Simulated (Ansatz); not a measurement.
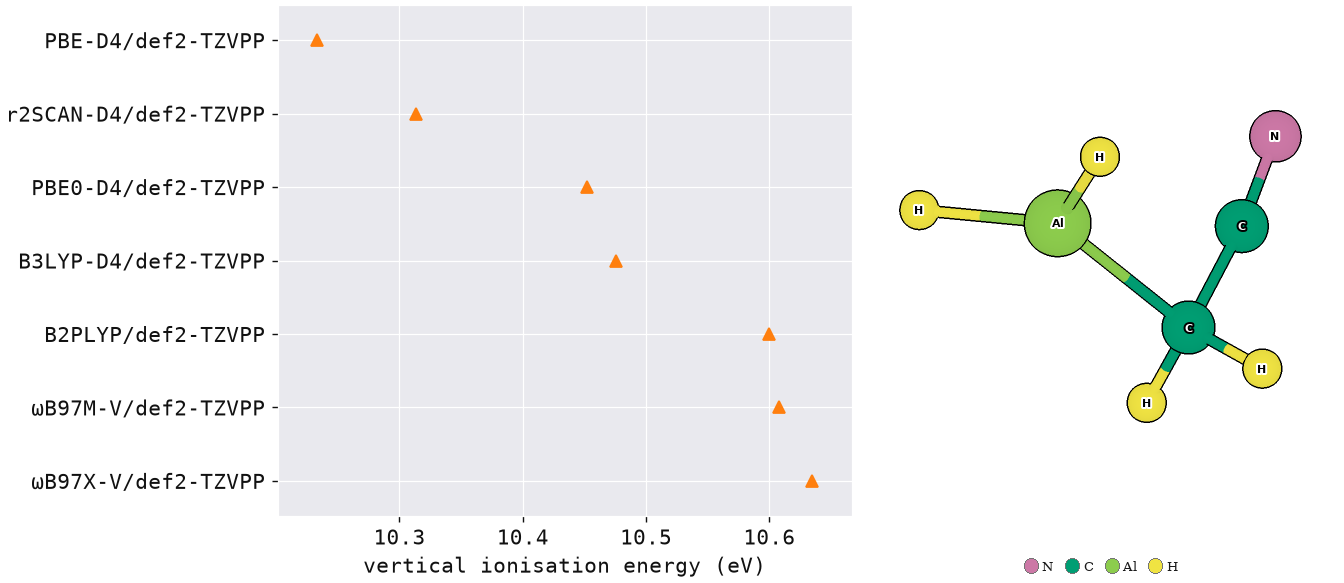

Vertical ionisation energy of C₂H₄AlN, SMILES N#C[CH2][AlH2], singlet, taken as the energy of the cation less that of the neutral at fixed geometry (unrestricted doublet cation, cores frozen in correlated methods, no spin-orbit coupling), the Ansatz code 0.2.0, at a PBE0-D4/def2-TZVP geometry (a minimum by its frequencies).

### What range do the values span?

From 10.23 eV (PBE-D4/def2-TZVPP) to 10.63 eV (ωB97X-V/def2-TZVPP).

### Give the values.

| level | eV |
| --- | --- |
| PBE-D4/def2-TZVPP | 10.23 |
| r2SCAN-D4/def2-TZVPP | 10.31 |
| PBE0-D4/def2-TZVPP | 10.45 |
| B3LYP-D4/def2-TZVPP | 10.48 |
| B2PLYP/def2-TZVPP | 10.60 |
| ωB97M-V/def2-TZVPP | 10.61 |
| ωB97X-V/def2-TZVPP | 10.63 |
